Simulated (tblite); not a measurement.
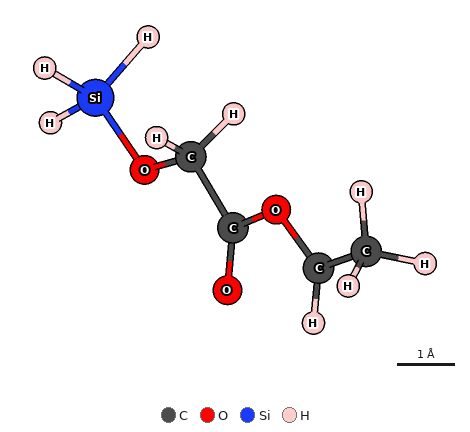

Figure 1. The input geometry (ball-and-stick view, seen at a tilt).

**C4H9O3Si: geometry relaxation**

System: C4H9O3Si, multiplicity 2, SMILES C[CH]OC(=O)CO[SiH3].
Method: GFN2-xTB geometry optimisation, gas phase (tblite 0.8.0).

It belongs to a series of runs on one base structure; here: H removed from sp3 C.

Input file
```
{"job": {"kind": "relax", "xc": "GFN2-xTB", "basis": "xTB"}, "charge": 0, "multiplicity": 2}
C      3.679800    -0.326300    -0.111000
C      2.329300    -0.690300    -0.632000
O      1.228400    -0.107800    -0.030300
C     -0.007700    -0.472700    -0.551900
O     -0.196900    -1.277900    -1.447100
C     -1.096600     0.269600     0.225000
O     -2.397700    -0.047000    -0.228700
Si    -3.686200     0.687400     0.515800
H      4.276900     0.112000    -0.910700
H      4.185600    -1.211900     0.268200
H      3.597300     0.401400     0.702900
H      2.154400    -1.398500    -1.423000
H     -0.907900     1.344300     0.101600
H     -0.981800    -0.004500     1.282600
H     -4.961700     0.226600    -0.099100
H     -3.557400     2.152400     0.373800
H     -3.664800     0.355200     1.959800
```

The first line tells a small driver script what to run in tblite; the rest is the geometry in Å.

Run on 1 CPU thread, shared host.

Launched with:
```bash
OMP_NUM_THREADS=1 python <driver script> task.json out
```

Output
```
step      E/eV     max force
  0    -736.35160    1.937
  1    -736.43284    1.266
  2    -736.46063    0.821
  3    -736.47421    0.383
  4    -736.48547    0.346
  5    -736.49597    0.321
  6    -736.50558    0.296
  7    -736.51648    0.267
  8    -736.52800    0.342
  9    -736.53768    0.326
 10    -736.54525    0.202
 11    -736.55090    0.224
 12    -736.55601    0.198
 13    -736.56041    0.160
 14    -736.56308    0.107
 15    -736.56495    0.090
 16    -736.56696    0.111
 17    -736.56916    0.146
 18    -736.57127    0.128
 19    -736.57314    0.089
 20    -736.57481    0.096
 21    -736.57631    0.109
 22    -736.57752    0.094
 23    -736.57838    0.063
 24    -736.57915    0.074
 25    -736.58000    0.076
 26    -736.58085    0.070
 27    -736.58145    0.060
 28    -736.58178    0.051
 29    -736.58205    0.044
 30    -736.58238    0.043
 31    -736.58276    0.049
 32    -736.58311    0.040
 33    -736.58339    0.039
 34    -736.58364    0.044
 35    -736.58392    0.053
 36    -736.58426    0.051
 37    -736.58467    0.064
 38    -736.58516    0.068
 39    -736.58571    0.057
 40    -736.58631    0.060
 41    -736.58693    0.066
 42    -736.58756    0.062
 43    -736.58814    0.065
 44    -736.58861    0.057
 45    -736.58898    0.053
 46    -736.58932    0.046
 47    -736.58965    0.040
 48    -736.58993    0.038
 49    -736.59011    0.034
 50    -736.59024    0.029
 51    -736.59040    0.037
 52    -736.59062    0.038
 53    -736.59091    0.038
 54    -736.59113    0.027
 55    -736.59122    0.012
 56    -736.59124    0.011
 57    -736.59125    0.009
```

Trajectory as extended XYZ (Å, eV, eV/Å), 13 of the 58 frames kept, from step=0 to step=57
```
17
Properties=species:S:1:pos:R:3:forces:R:3 step=0 energy=-736.35160
C     3.6798   -0.3263   -0.1110   -0.6940   0.1180  -0.0080
C     2.3293   -0.6903   -0.6320   -0.2530   0.7310   0.8970
O     1.2284   -0.1078   -0.0303   -0.2110  -1.1860  -1.5170
C    -0.0077   -0.4727   -0.5519   -0.1670  -0.4220  -0.1650
O    -0.1969   -1.2779   -1.4471    0.6680   1.0070   1.0490
C    -1.0966    0.2696    0.2250   -0.1870  -0.2810  -0.4400
O    -2.3977   -0.0470   -0.2287    0.0550   0.5540   0.6700
Si   -3.6862    0.6874    0.5158   -0.2010  -0.2580  -0.2270
H     4.2769    0.1120   -0.9107    0.1090  -0.0830   0.0010
H     4.1856   -1.2119    0.2682    0.1300  -0.0610  -0.0630
H     3.5973    0.4014    0.7029   -0.0920  -0.1720  -0.2140
H     2.1544   -1.3985   -1.4230   -0.0070   0.0600   0.0510
H    -0.9079    1.3443    0.1016    0.0060  -0.0380   0.1460
H    -0.9818   -0.0045    1.2826   -0.0140   0.1350  -0.0440
H    -4.9617    0.2266   -0.0991    0.7890   0.0180   0.0830
H    -3.5574    2.1524    0.3738    0.0320  -0.1820   0.0260
H    -3.6648    0.3552    1.9598    0.0380   0.0600  -0.2440
17
Properties=species:S:1:pos:R:3:forces:R:3 step=5 energy=-736.49597
C     3.6518   -0.3235   -0.1104   -0.0970   0.0530   0.0360
C     2.3128   -0.6845   -0.6187   -0.0720   0.1630   0.1860
O     1.2036   -0.1310   -0.0703    0.0000  -0.0670  -0.0660
C    -0.0247   -0.4851   -0.5498    0.0590   0.1910   0.1410
O    -0.1734   -1.2711   -1.4457   -0.1210  -0.1450  -0.1560
C    -1.0997    0.2701    0.2243    0.0510  -0.1000  -0.1090
O    -2.3982   -0.0156   -0.1903    0.0500  -0.0340  -0.0390
Si   -3.6876    0.6891    0.5194    0.0380   0.0330   0.0290
H     4.2728    0.0983   -0.9039   -0.0450   0.0210  -0.0570
H     4.1828   -1.2050    0.2543   -0.0360  -0.0680   0.0190
H     3.5826    0.3993    0.6976   -0.0930   0.0080   0.0010
H     2.1667   -1.3886   -1.4136   -0.0190  -0.1250  -0.1470
H    -0.9018    1.3421    0.1165    0.1020   0.0850   0.0200
H    -0.9802    0.0117    1.2807    0.0720   0.0140   0.1550
H    -4.8953    0.2089   -0.1132    0.1270  -0.2020  -0.2140
H    -3.5561    2.1360    0.3775    0.0010   0.1790   0.0180
H    -3.6631    0.3610    1.9412   -0.0160  -0.0070   0.1850
17
Properties=species:S:1:pos:R:3:forces:R:3 step=10 energy=-736.54525
C     3.6175   -0.3162   -0.1031    0.0630  -0.0360  -0.0320
C     2.2883   -0.6879   -0.6158    0.0860  -0.0950  -0.1370
O     1.1797   -0.1383   -0.0883    0.1070   0.0160   0.0460
C    -0.0409   -0.4910   -0.5641   -0.0190  -0.0550   0.0140
O    -0.1984   -1.2809   -1.4615   -0.1140   0.1200   0.1160
C    -1.0834    0.2731    0.2345   -0.0020   0.0770   0.0670
O    -2.3822    0.0045   -0.1658    0.0080   0.0760   0.0800
Si   -3.6740    0.7074    0.5397    0.0040  -0.0180  -0.0140
H     4.2363    0.0933   -0.9071   -0.0460   0.0970   0.0340
H     4.1500   -1.2056    0.2473   -0.0450   0.0430   0.1050
H     3.5343    0.4084    0.7024    0.0060  -0.0370  -0.0270
H     2.1745   -1.3927   -1.4224   -0.0930  -0.0200  -0.0190
H    -0.8601    1.3473    0.1357    0.0120  -0.0420  -0.0670
H    -0.9511    0.0338    1.3030    0.0490  -0.0820  -0.1120
H    -4.7682    0.1138   -0.2090    0.1050   0.0120   0.0160
H    -3.5589    2.1721    0.3926   -0.0670  -0.1480   0.0680
H    -3.6706    0.3711    1.9775   -0.0520   0.0930  -0.1390
17
Properties=species:S:1:pos:R:3:forces:R:3 step=14 energy=-736.56308
C     3.6124   -0.3189   -0.1065   -0.0440  -0.0090  -0.0220
C     2.2908   -0.6997   -0.6337   -0.0570   0.0090   0.0080
O     1.1883   -0.1467   -0.0929   -0.0360  -0.0380  -0.0150
C    -0.0421   -0.4883   -0.5552    0.0120   0.0350   0.0060
O    -0.2323   -1.2688   -1.4510    0.0300  -0.0550  -0.0430
C    -1.0720    0.2831    0.2443    0.0580   0.0150   0.0140
O    -2.3700    0.0203   -0.1487    0.0590  -0.0120  -0.0110
Si   -3.6699    0.7085    0.5417   -0.0080  -0.0360  -0.0450
H     4.2194    0.1128   -0.9048    0.0930  -0.0120   0.0320
H     4.1342   -1.2020    0.2679    0.0840   0.0210  -0.0090
H     3.5153    0.4044    0.6988   -0.0580  -0.0120  -0.0220
H     2.1568   -1.4036   -1.4354   -0.0040  -0.0520  -0.0570
H    -0.8400    1.3490    0.1296    0.0150   0.0950   0.0370
H    -0.9283    0.0246    1.3004    0.0250   0.0180   0.1020
H    -4.7087    0.0785   -0.2446   -0.0410   0.0040  -0.0010
H    -3.5749    2.1672    0.4113   -0.0660   0.0110   0.0130
H    -3.6861    0.3917    1.9745   -0.0630   0.0160   0.0130
17
Properties=species:S:1:pos:R:3:forces:R:3 step=19 energy=-736.57314
C     3.6040   -0.3244   -0.1151    0.0470   0.0040   0.0120
C     2.2881   -0.7152   -0.6531    0.0760  -0.0180   0.0010
O     1.1920   -0.1629   -0.1001    0.0800   0.0200  -0.0030
C    -0.0416   -0.4850   -0.5551    0.0410  -0.0140   0.0300
O    -0.2454   -1.2679   -1.4473   -0.0350   0.0360   0.0170
C    -1.0508    0.2991    0.2611   -0.0200  -0.0200  -0.0220
O    -2.3463    0.0316   -0.1354   -0.0540   0.0440   0.0550
Si   -3.6679    0.6994    0.5319   -0.0430   0.0460   0.0470
H     4.2338    0.1183   -0.8906   -0.0220  -0.0160  -0.0280
H     4.1464   -1.1896    0.2744   -0.0200  -0.0280  -0.0230
H     3.4796    0.3975    0.6877   -0.0490   0.0010  -0.0080
H     2.1450   -1.4204   -1.4545    0.0410  -0.0040  -0.0070
H    -0.8219    1.3695    0.1441    0.0220  -0.0520   0.0630
H    -0.9043    0.0324    1.3194    0.0170   0.0730  -0.0450
H    -4.6875    0.0565   -0.2692   -0.0180  -0.0010  -0.0030
H    -3.6105    2.1646    0.4253   -0.0320  -0.0300  -0.0460
H    -3.7199    0.4085    1.9722   -0.0300  -0.0410  -0.0400
17
Properties=species:S:1:pos:R:3:forces:R:3 step=24 energy=-736.57915
C     3.6078   -0.3285   -0.1194    0.0000  -0.0190  -0.0160
C     2.2989   -0.7291   -0.6651   -0.0110  -0.0150  -0.0230
O     1.2072   -0.1698   -0.1074   -0.0270  -0.0060  -0.0130
C    -0.0341   -0.4830   -0.5485   -0.0380   0.0110  -0.0200
O    -0.2567   -1.2602   -1.4415    0.0190   0.0190   0.0270
C    -1.0399    0.3067    0.2707    0.0050   0.0410   0.0610
O    -2.3412    0.0483   -0.1147    0.0290   0.0040   0.0060
Si   -3.6800    0.7007    0.5321    0.0160  -0.0130  -0.0100
H     4.2404    0.1185   -0.8902   -0.0210   0.0030  -0.0030
H     4.1523   -1.1905    0.2739   -0.0120   0.0050   0.0090
H     3.4485    0.3929    0.6786    0.0650  -0.0170  -0.0080
H     2.1533   -1.4324   -1.4686    0.0410   0.0160   0.0200
H    -0.8038    1.3752    0.1656    0.0120   0.0140  -0.0450
H    -0.8853    0.0524    1.3286   -0.0040  -0.0370   0.0310
H    -4.6798    0.0441   -0.2837   -0.0140  -0.0030  -0.0040
H    -3.6430    2.1621    0.4188   -0.0270   0.0360  -0.0380
H    -3.7514    0.4046    1.9666   -0.0320  -0.0400   0.0260
17
Properties=species:S:1:pos:R:3:forces:R:3 step=28 energy=-736.58178
C     3.6089   -0.3337   -0.1243   -0.0020   0.0100   0.0090
C     2.3009   -0.7355   -0.6714    0.0040   0.0170   0.0150
O     1.2110   -0.1721   -0.1128    0.0070   0.0000   0.0040
C    -0.0350   -0.4779   -0.5443    0.0140  -0.0070   0.0040
O    -0.2625   -1.2538   -1.4363   -0.0410   0.0000  -0.0040
C    -1.0326    0.3162    0.2844    0.0130  -0.0090  -0.0150
O    -2.3348    0.0602   -0.0998    0.0080   0.0030   0.0040
Si   -3.6859    0.7014    0.5325    0.0100   0.0010   0.0020
H     4.2388    0.1193   -0.8937    0.0020  -0.0300  -0.0040
H     4.1529   -1.1930    0.2756    0.0030   0.0010  -0.0300
H     3.4486    0.3872    0.6728    0.0460   0.0110   0.0180
H     2.1681   -1.4387   -1.4757   -0.0300   0.0070   0.0080
H    -0.7908    1.3826    0.1675   -0.0030  -0.0010   0.0200
H    -0.8762    0.0552    1.3414    0.0020   0.0160  -0.0080
H    -4.6762    0.0378   -0.2910    0.0030  -0.0050  -0.0050
H    -3.6666    2.1646    0.4051   -0.0170  -0.0180   0.0000
H    -3.7754    0.3922    1.9656   -0.0180   0.0040  -0.0170
17
Properties=species:S:1:pos:R:3:forces:R:3 step=33 energy=-736.58339
C     3.6111   -0.3344   -0.1250    0.0270  -0.0170  -0.0160
C     2.3018   -0.7345   -0.6708    0.0030  -0.0010   0.0020
O     1.2117   -0.1731   -0.1142   -0.0100   0.0060   0.0160
C    -0.0355   -0.4767   -0.5417   -0.0230   0.0130   0.0010
O    -0.2773   -1.2494   -1.4332    0.0340   0.0070   0.0170
C    -1.0253    0.3218    0.2911   -0.0290   0.0170   0.0180
O    -2.3282    0.0683   -0.0900   -0.0160  -0.0070  -0.0120
Si   -3.6880    0.6997    0.5306   -0.0150  -0.0090  -0.0100
H     4.2394    0.1099   -0.8998    0.0120   0.0110  -0.0150
H     4.1548   -1.1969    0.2665    0.0050  -0.0220   0.0040
H     3.4670    0.3874    0.6753    0.0050  -0.0150  -0.0230
H     2.1672   -1.4383   -1.4753   -0.0060   0.0170   0.0200
H    -0.7823    1.3880    0.1756    0.0040   0.0030   0.0040
H    -0.8681    0.0622    1.3480    0.0110   0.0010   0.0030
H    -4.6695    0.0309   -0.2985    0.0000  -0.0190  -0.0210
H    -3.6879    2.1612    0.3969    0.0000   0.0020   0.0110
H    -3.7976    0.3860    1.9602   -0.0010   0.0120   0.0030
17
Properties=species:S:1:pos:R:3:forces:R:3 step=38 energy=-736.58516
C     3.6229   -0.3424   -0.1336   -0.0350   0.0050   0.0020
C     2.3024   -0.7296   -0.6647   -0.0160   0.0050   0.0040
O     1.2122   -0.1685   -0.1046    0.0320   0.0260   0.0170
C    -0.0379   -0.4677   -0.5338    0.0590   0.0060   0.0340
O    -0.2796   -1.2421   -1.4233    0.0210   0.0060  -0.0020
C    -1.0266    0.3316    0.3008    0.0370  -0.0170  -0.0180
O    -2.3279    0.0750   -0.0835    0.0170   0.0160   0.0260
Si   -3.6992    0.6941    0.5239   -0.0110  -0.0010  -0.0060
H     4.2470    0.1009   -0.9138   -0.0090  -0.0320  -0.0020
H     4.1605   -1.2113    0.2545   -0.0020   0.0060  -0.0270
H     3.4943    0.3803    0.6676    0.0010   0.0040   0.0100
H     2.1603   -1.4314   -1.4676   -0.0130  -0.0240  -0.0280
H    -0.7768    1.3964    0.1869   -0.0430   0.0130  -0.0090
H    -0.8593    0.0706    1.3559   -0.0510  -0.0050   0.0070
H    -4.6661    0.0152   -0.3157    0.0130  -0.0090  -0.0080
H    -3.7112    2.1559    0.3935   -0.0010   0.0020  -0.0010
H    -3.8219    0.3852    1.9534    0.0010  -0.0020   0.0010
17
Properties=species:S:1:pos:R:3:forces:R:3 step=43 energy=-736.58814
C     3.6346   -0.3555   -0.1481    0.0250  -0.0080  -0.0030
C     2.3009   -0.7232   -0.6568    0.0230  -0.0110  -0.0170
O     1.2241   -0.1506   -0.0829    0.0040  -0.0090  -0.0150
C    -0.0263   -0.4498   -0.5106   -0.0250   0.0180  -0.0090
O    -0.2651   -1.2237   -1.4022    0.0130   0.0170   0.0230
C    -1.0224    0.3474    0.3178   -0.0380   0.0180   0.0310
O    -2.3237    0.0892   -0.0665   -0.0030  -0.0430  -0.0490
Si   -3.7181    0.6846    0.5114    0.0540   0.0060   0.0130
H     4.2535    0.0725   -0.9406   -0.0190   0.0060  -0.0130
H     4.1671   -1.2350    0.2226   -0.0100  -0.0060   0.0110
H     3.5398    0.3683    0.6571   -0.0190  -0.0110  -0.0060
H     2.1424   -1.4240   -1.4600   -0.0240   0.0190   0.0190
H    -0.7841    1.4147    0.2025    0.0080  -0.0020   0.0140
H    -0.8655    0.0838    1.3734   -0.0030   0.0230   0.0230
H    -4.6522   -0.0160   -0.3493    0.0270   0.0130   0.0150
H    -3.7501    2.1476    0.3866   -0.0080  -0.0130  -0.0200
H    -3.8618    0.3819    1.9414   -0.0050  -0.0170  -0.0170
17
Properties=species:S:1:pos:R:3:forces:R:3 step=48 energy=-736.58993
C     3.6434   -0.3658   -0.1584   -0.0150  -0.0030  -0.0050
C     2.3014   -0.7196   -0.6538   -0.0240   0.0050   0.0110
O     1.2330   -0.1386   -0.0711   -0.0100   0.0180   0.0120
C    -0.0203   -0.4340   -0.4946    0.0030  -0.0070   0.0170
O    -0.2576   -1.2086   -1.3857   -0.0230   0.0050  -0.0040
C    -1.0235    0.3579    0.3316    0.0240  -0.0010  -0.0050
O    -2.3184    0.0873   -0.0673    0.0170   0.0160   0.0220
Si   -3.7168    0.6785    0.5046   -0.0190  -0.0210  -0.0250
H     4.2533    0.0577   -0.9598    0.0100   0.0040   0.0020
H     4.1696   -1.2507    0.2073    0.0050  -0.0050   0.0000
H     3.5616    0.3575    0.6483   -0.0060   0.0020  -0.0040
H     2.1239   -1.4176   -1.4539   -0.0040  -0.0100  -0.0120
H    -0.7895    1.4259    0.2165   -0.0070   0.0070   0.0100
H    -0.8731    0.0986    1.3897   -0.0050   0.0070  -0.0020
H    -4.6355   -0.0302   -0.3646    0.0030   0.0010   0.0000
H    -3.7734    2.1395    0.3764    0.0250   0.0000  -0.0170
H    -3.8850    0.3744    1.9304    0.0250  -0.0180   0.0010
17
Properties=species:S:1:pos:R:3:forces:R:3 step=52 energy=-736.59062
C     3.6428   -0.3712   -0.1642    0.0080   0.0080   0.0080
C     2.2971   -0.7196   -0.6527    0.0230  -0.0110  -0.0150
O     1.2343   -0.1322   -0.0664    0.0100  -0.0270  -0.0110
C    -0.0194   -0.4283   -0.4854   -0.0090   0.0180  -0.0100
O    -0.2622   -1.1999   -1.3779   -0.0010   0.0040   0.0190
C    -1.0191    0.3650    0.3406   -0.0250   0.0190   0.0210
O    -2.3117    0.0921   -0.0604   -0.0140  -0.0060  -0.0120
Si   -3.7180    0.6736    0.4991    0.0090   0.0130   0.0170
H     4.2526    0.0523   -0.9665   -0.0070  -0.0100   0.0050
H     4.1692   -1.2571    0.2008   -0.0110   0.0070  -0.0110
H     3.5651    0.3525    0.6424    0.0000   0.0060   0.0060
H     2.1154   -1.4166   -1.4538   -0.0160   0.0080   0.0100
H    -0.7886    1.4337    0.2264    0.0110   0.0130  -0.0020
H    -0.8736    0.1083    1.3992    0.0160  -0.0070   0.0170
H    -4.6207   -0.0422   -0.3777   -0.0290  -0.0130  -0.0180
H    -3.7794    2.1350    0.3674    0.0160  -0.0150  -0.0070
H    -3.8908    0.3665    1.9248    0.0170  -0.0060  -0.0150
17
Properties=species:S:1:pos:R:3:forces:R:3 step=57 energy=-736.59125
C     3.6448   -0.3747   -0.1683   -0.0020   0.0010  -0.0010
C     2.2964   -0.7191   -0.6520   -0.0030   0.0030  -0.0030
O     1.2376   -0.1288   -0.0609   -0.0020  -0.0010   0.0040
C    -0.0183   -0.4195   -0.4770   -0.0010  -0.0010   0.0020
O    -0.2654   -1.1916   -1.3679    0.0020   0.0000   0.0010
C    -1.0193    0.3726    0.3490    0.0020   0.0010  -0.0010
O    -2.3083    0.0925   -0.0597    0.0030   0.0000  -0.0010
Si   -3.7191    0.6682    0.4932   -0.0010  -0.0050  -0.0060
H     4.2534    0.0461   -0.9724   -0.0040   0.0000  -0.0040
H     4.1692   -1.2627    0.1931   -0.0040  -0.0010   0.0010
H     3.5722    0.3492    0.6388    0.0010  -0.0010   0.0030
H     2.1042   -1.4144   -1.4517    0.0080  -0.0040  -0.0030
H    -0.7908    1.4420    0.2344   -0.0020   0.0020   0.0060
H    -0.8748    0.1150    1.4082    0.0020   0.0030  -0.0030
H    -4.6228   -0.0481   -0.3853    0.0000   0.0000   0.0020
H    -3.7775    2.1285    0.3566    0.0010   0.0000   0.0030
H    -3.8885    0.3567    1.9175    0.0010   0.0020  -0.0010
```

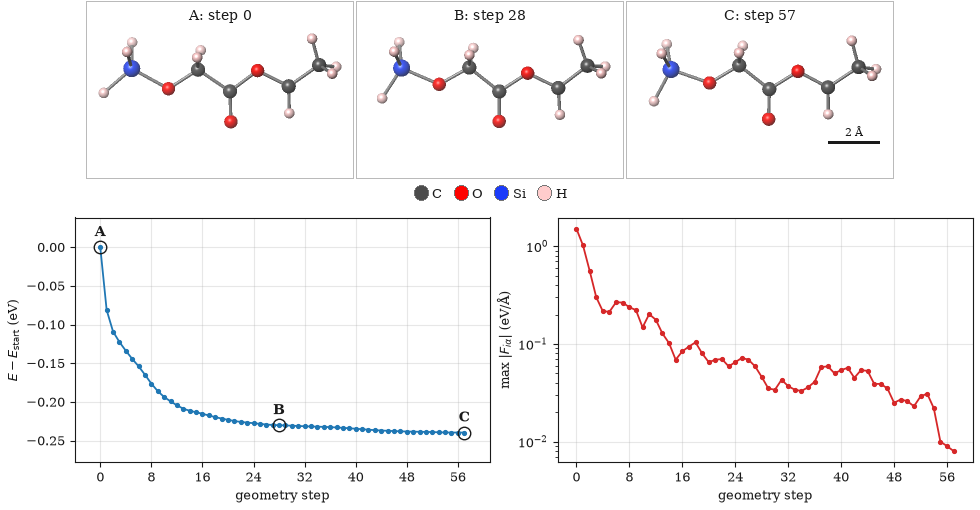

Figure 2. Frames of the relaxation (ball-and-stick view, seen at a tilt) above the curves, on which the letters mark them (steps are counted from 0).

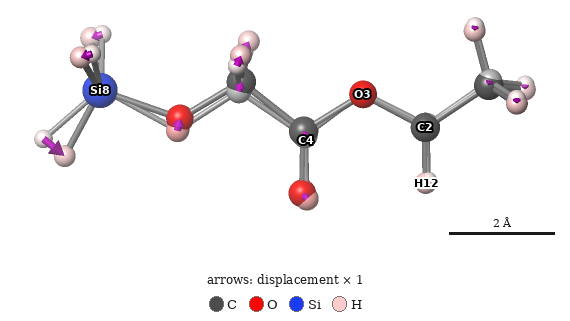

Figure 3. Start (faint) and end (solid) with the displacements as pink arrows, at true length (ball-and-stick view, seen at a tilt). The two geometries are laid on each other by the best rigid fit. The energy falls by 0.240 eV in 57 geometry steps. Largest force component: 1.5 eV/Å at the start, 0.008 eV/Å at the end. H15 moves most after the best rigid fit: 0.52 Å. Largest moves by element: H 0.52 Å, O 0.24 Å, C 0.18 Å, Si 0.04 Å. Distances before and after: Si8–H15 1.489 → 1.450 Å, O7–Si8 1.659 → 1.621 Å, O3–C4 1.390 → 1.355 Å, C2–O3 1.383 → 1.349 Å. Among the angles that change: C6–O7–Si8 118.1° → 129.7°, O7–Si8–H15 110.1° → 99.2°, C2–O3–C4 115.7° → 120.0°. (Atoms are counted from 1 in the order of the input.)

Key numbers

| quantity | value |
| --- | --- |
| outcome | converged |
| total energy | −736.5912 eV |
| peak memory | 0.18 GiB |
